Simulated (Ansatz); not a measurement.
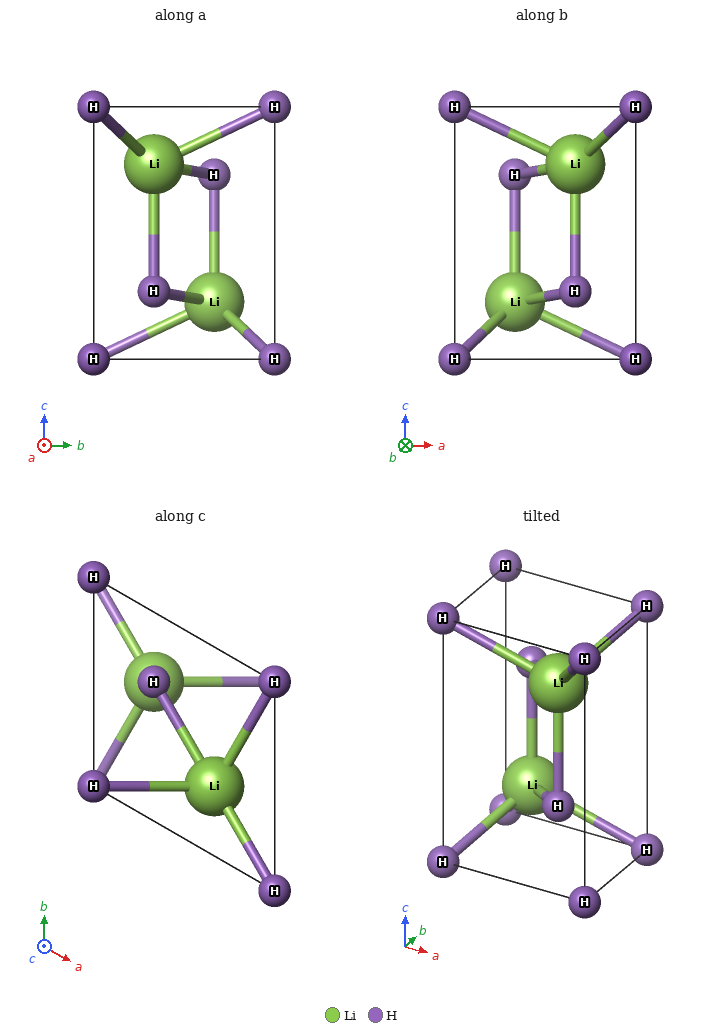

A ball-and-stick rendering, viewed along the a axis, along the b axis, along the c axis and slightly off an axis. Lines trace the edges of the conventional unit cell.

Lattice parameters: a = 3.2705 Å, b = 3.2705 Å, c = 3.9483 Å, α = 90.000°, β = 90.000°, γ = 120.000°.

**Reconstruct the structure as a CIF with its space group and independent sites, with free fractional coordinates to two decimals.**

```cif
data_structure
_symmetry_space_group_name_H-M 'P -3 m 1'
_symmetry_Int_Tables_number 164
_cell_length_a 3.2705
_cell_length_b 3.2705
_cell_length_c 3.9483
_cell_angle_alpha 90.000
_cell_angle_beta 90.000
_cell_angle_gamma 120.000
_cell_volume 36.57
loop_
_atom_site_label
_atom_site_type_symbol
_atom_site_symmetry_multiplicity
_atom_site_Wyckoff_symbol
_atom_site_fract_x
_atom_site_fract_y
_atom_site_fract_z
_atom_site_occupancy
Li1 Li 2 d 0.3333 0.6667 0.23 1
H1 H 1 a 0.00 0.00 0.00 1
H2 H 2 d 0.3333 0.6667 0.73 1
```

Starting structure: a textbook structure type filled with these elements (whether it is the usual form wasn't checked). The geometry was optimised with DFT PBE, scalar-relativistic, plane waves, PAW (Ansatz).
